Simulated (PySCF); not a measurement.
**CH5GeNO, SMILES `O=C[NH][GeH3]`: what the electrons do**

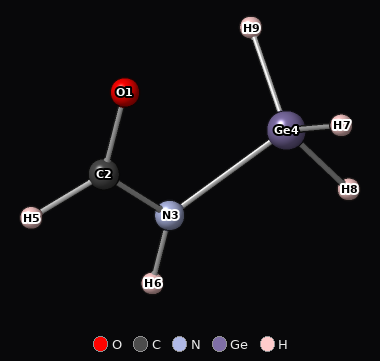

The molecule, with its atoms numbered as below. No frequency check shows the geometry to be a minimum.

Geometry (Å), atoms numbered from 1:

```
O1      -1.6623    0.9576    0.0001
C2      -1.7454   -0.2518   -0.0000
N3      -0.6375   -0.9976    0.0000
Ge4      0.8730    0.0864   -0.0000
H5      -2.7106   -0.7833   -0.0002
H6      -0.7009   -2.0030   -0.0001
H7       0.8647    0.8900    1.2502
H8       1.9802   -0.9263   -0.0004
H9       0.8643    0.8909   -1.2498
```

## 1. Bonding charge

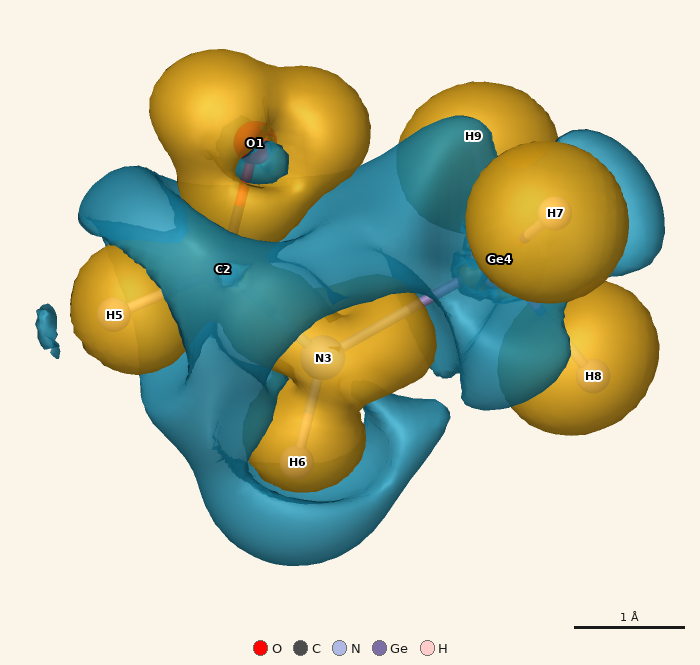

Deformation density (molecule less spherical, spin-averaged free atoms at the same positions), surfaces at ±0.04 e/Å³; yellow: gain, teal: loss.

PySCF calculation, ωB97X/def2-SVPD, gas phase; geometry: GFN2-xTB.

**Describe the bonding that the map shows.**

N3–H6: +0.84 e/Å³ at the bond critical point (bond length 1.01 Å). C2–H5: +0.77 e/Å³ at the bond critical point (bond length 1.10 Å). O1–C2: +0.67 e/Å³ at the bond critical point (bond length 1.21 Å). C2–N3: +0.51 e/Å³ at the bond critical point (bond length 1.34 Å). Ge4–H7 and Ge4–H9: +0.29 e/Å³ at the bond critical point (bond length 1.49 Å). Ge4–H8: +0.27 e/Å³ at the bond critical point (bond length 1.50 Å). N3–Ge4: +0.07 e/Å³ at the bond critical point (bond length 1.86 Å); up to 0.6 Å beside the axis the gain reaches +0.30 e/Å³. In all, 2.1 electrons gather in the regions of gain relative to the promolecule. A small or negative value marks a very polar bond, one between electron-rich atoms, whose free-atom densities already overlap strongly, a long bond to a heavier atom, or a closed-shell contact such as a hydrogen bond.

**Where do the Hirshfeld charges lie?**

The highest Hirshfeld charge is on Ge4 (+0.36 e), the lowest on O1 (−0.29 e).

## 2. Bond critical points

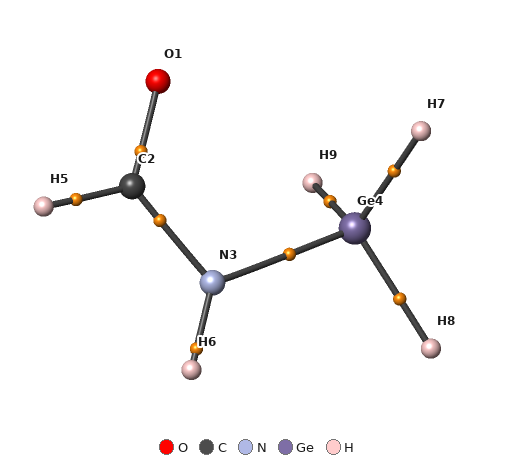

Molecular graph of the electron density (QTAIM): bond paths, bond critical points (orange), ring points (yellow, if any); weak paths are dashed.

**How many critical points of each kind are there, and does the count close?**

9 nuclei, 8 bond, 0 ring and 0 cage critical points: 9 − 8 + 0 − 0 = 1, as the Poincaré–Hopf relation requires.

**What does the calculation give at each kind of bond critical point?**

```tsv
bond	length (Å)	ρ (a.u.)	∇²ρ (a.u.)	ε	H (a.u.)
O1–C2	1.212	0.414	+0.12	0.06	−0.740
C2–N3	1.336	0.341	−1.05	0.08	−0.573
N3–H6	1.007	0.338	−1.57	0.03	−0.443
C2–H5	1.102	0.282	−1.09	0.02	−0.304
Ge4–H7 (2 alike)	1.486	0.147	+0.07	0.01	−0.094
Ge4–H8	1.500	0.142	+0.08	0.02	−0.089
N3–Ge4	1.859	0.130	+0.41	0.09	−0.055
```

**What kind of interaction is Ge4–H8?**

Polar or intermediate (positive Laplacian, negative energy density H): ρ = 0.142, ∇²ρ = +0.08, H = −0.089 a.u.

## 3. Local ionisation energy

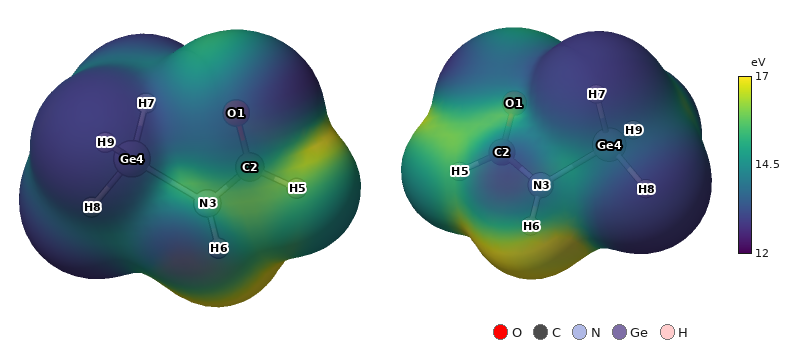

Average local ionisation energy on the surface of electron density 0.001 a.u. (back view left, front view right).

**Locate the minima of the map.**

The lowest value is 12.7 eV, 1.8 Å from O1. Further minima include 12.8 eV, 1.5 Å from H8; 12.9 eV, 1.5 Å from H9, and at like points elsewhere; 13.0 eV, over N3, off the plane of its three bonds (2.0 Å). For comparison, the highest occupied orbital lies at −10.3 eV.

**What volume does the surface enclose, and what is the dipole moment?**

About 103 Å³; the dipole moment is 3.2 D.

## 4. Excited states

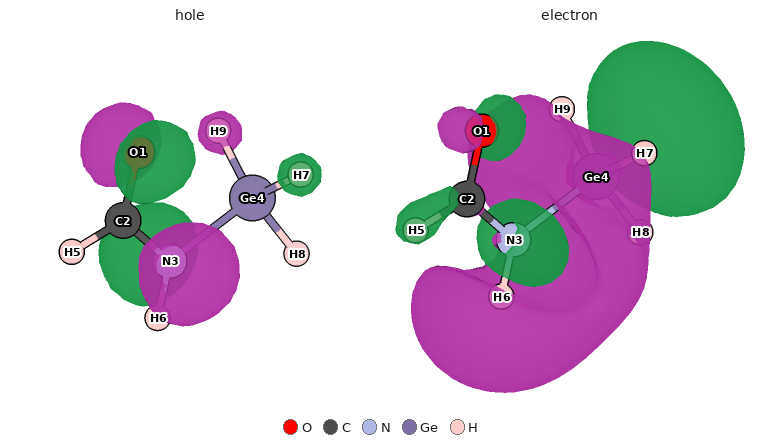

Leading natural transition orbital pair of T₃ (full linear response triplet states); the surfaces enclose about 78 % of each orbital's density.

Method: B3LYP/def2-SVP; geometry: GFN2-xTB; program: PySCF. Without diffuse functions Rydberg states are missing, so the states' numbers hold for this basis only.

**Give its energy and the atoms that hole and electron lie on.**

6.63 eV (187 nm), spin-forbidden from the singlet ground state; the leading pair carries 99 %; hole on N3 (48 %), O1 (27 %) and C2 (8 %), electron on Ge4 (44 %), N3 (17 %) and H6 (17 %); their centroids lie 1.4 Å apart. In canonical orbitals it is mainly HOMO−1 → LUMO+1 (95 %). The HOMO–LUMO gap is 7.66 eV.

## 5. In an electric field

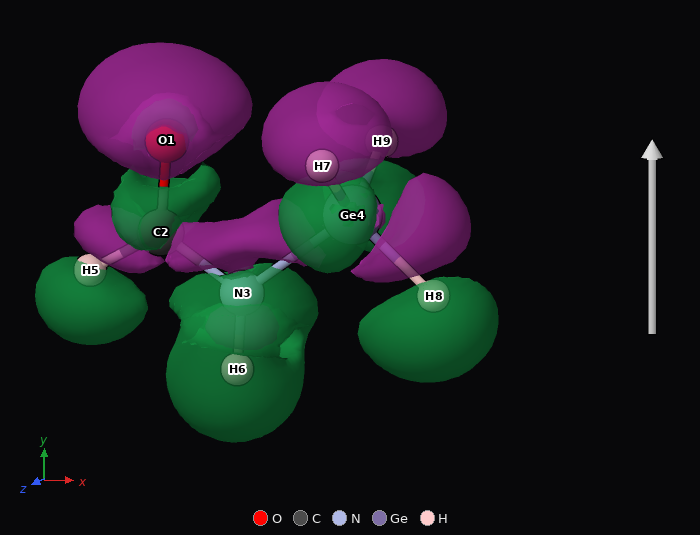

Change of the electron density in a uniform field of 0.10 V/Å along +y (arrow), surfaces at ±0.0006 e/Å³ (green: gain, purple: loss).

PySCF calculation, TPSSh/def2-SVPD, gas phase; geometry: GFN2-xTB.

**How large is the response?**

The induced dipole is 0.28 D (along the field); α along this axis, from the fields in both directions, is 55 bohr³ (8.1 Å³).

**Which atoms gain and lose the most charge?**

Electrons gather most on H6 (Hirshfeld charge changes by −0.005 e) and leave O1 most (+0.007 e); 0.026 electrons are displaced in all.

## 6. Localised orbitals

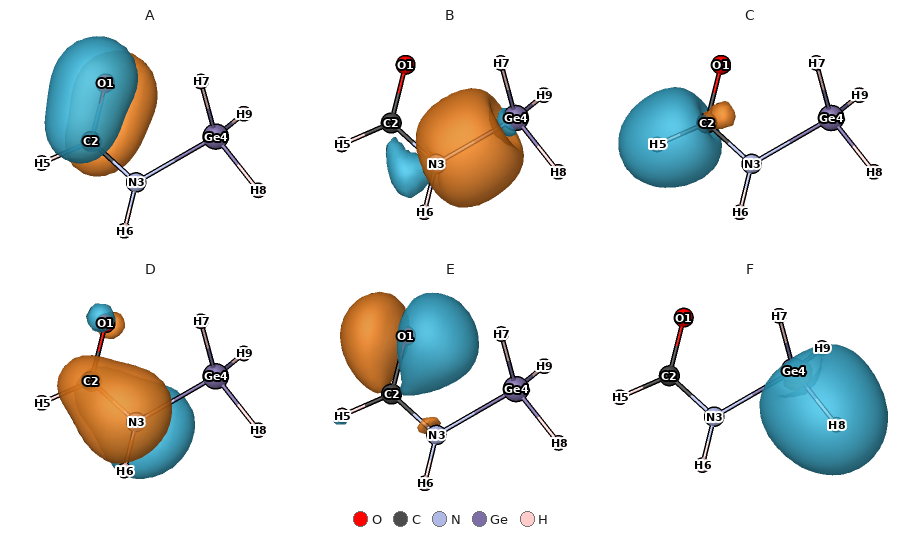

Pipek–Mezey orbitals, occupied; each surface holds about 85 % of the orbital's density. Energies are diagonal elements of the Fock matrix.

Method: PBE/def2-SVPD; geometry: GFN2-xTB; program: PySCF.

**Identify each orbital.**

By panel:
- A: π bond O1–C2 (O1 71 %, C2 28 %; −9.0 eV)
- B: σ bond N3–Ge4 (N3 70 %, Ge4 28 %; −13.4 eV)
- C: σ bond C2–H5 (C2 55 %, H5 44 %; −13.1 eV)
- D: π bond N3–C2 (N3 79 %, C2 16 %; −8.1 eV)
- E: lone pair on O1 (p-type) (O1 90 %, C2 4 %; −7.3 eV)
- F: σ bond H8–Ge4 (H8 53 %, Ge4 47 %; −10.1 eV)
